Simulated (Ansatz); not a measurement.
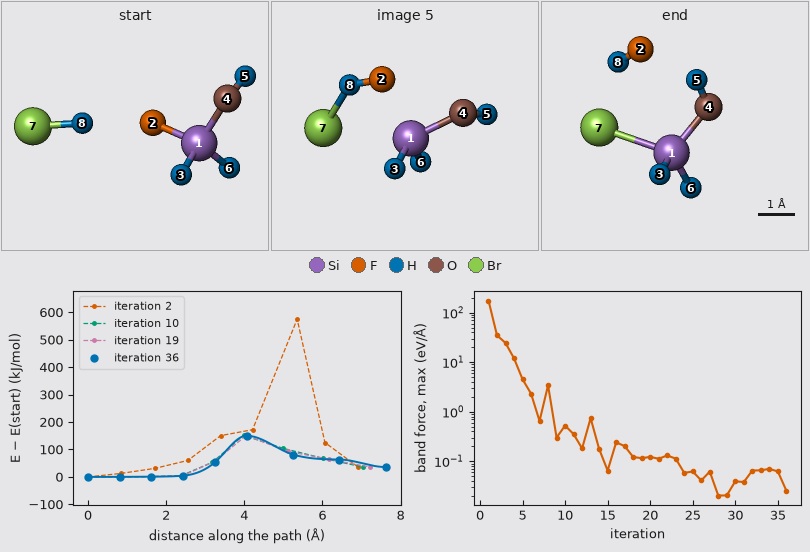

A nudged-elastic-band calculation for SiH$_{4}$OBrF. Images are numbered from 0 (start) to 8 (end). The plot follows the band through its iterations. Style: ball-and-stick. Shown from a free direction.

These are results of RKS B3LYP/def2-SVP (Ansatz), not measurements. Run with 7 movable images; climbing image; force threshold 0.03 eV/Å; iteration limit 60; starting path through a guess of the saddle point.

### Did the band converge, and can the barrier be trusted?

The result is final at these settings. The band converged in 36 iterations. The largest component of the band force went from 180 to 0.026 eV/Å. The climbing image converged on the top of the path. Its vibrational analysis gives one imaginary mode (266i cm⁻¹), as a transition state must have. The first iteration put the highest image at 3147.2 kJ/mol. Forward barrier 150.3 kJ/mol, backward barrier 114.3 kJ/mol, with image 5 at the top; the reaction energy is +36.0 kJ/mol.

The run took 3.5 min on 2 threads of AMD EPYC 9R45 96-Core Processor (Zen 5), with other jobs on the host, peak memory 0.25 GiB.
